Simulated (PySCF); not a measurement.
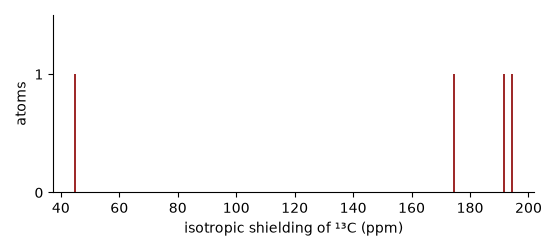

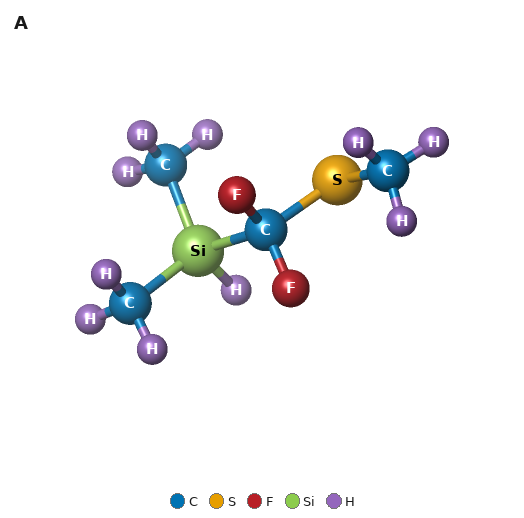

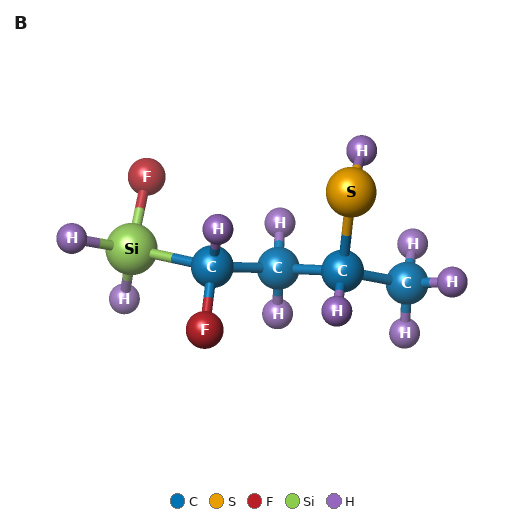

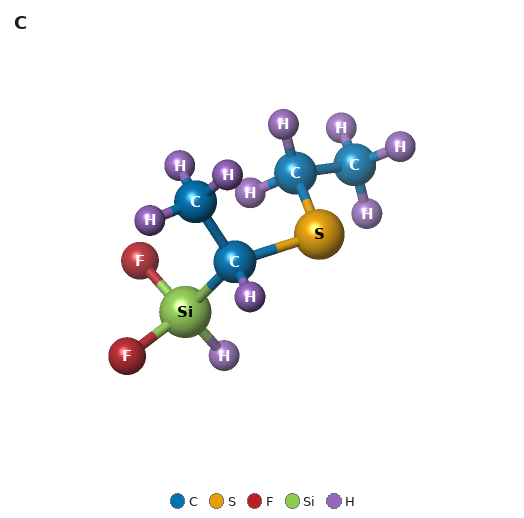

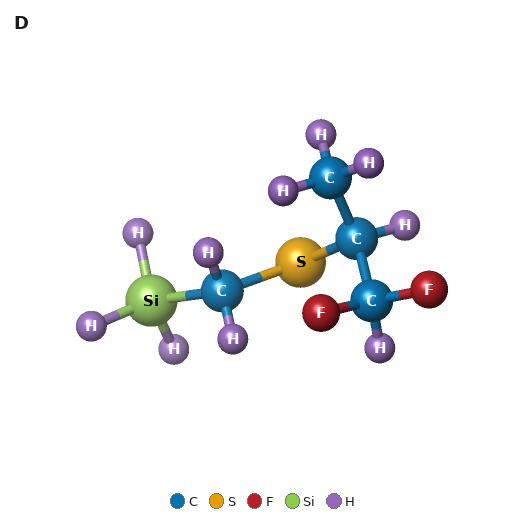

The sticks are computed shieldings of one of the molecules, for one fixed geometry (GFN2-xTB) without averaging over rotations. Low shielding means a high chemical shift. Method: GIAO PBE0/pcSseg-1 NMR shielding, non-relativistic, gas phase (PySCF 2.14.0).

> Which molecule gives this pattern?

A, `CSC(F)(F)[SiH](C)C`. Its 4 C atoms give lines at 44.9, 174.7, 191.6, 194.4 ppm.

The geometry is semi-empirical. Around Si such bond lengths and angles can be off by a tenth of an ångström or more and by several degrees, and values that hang on the shape move with them.
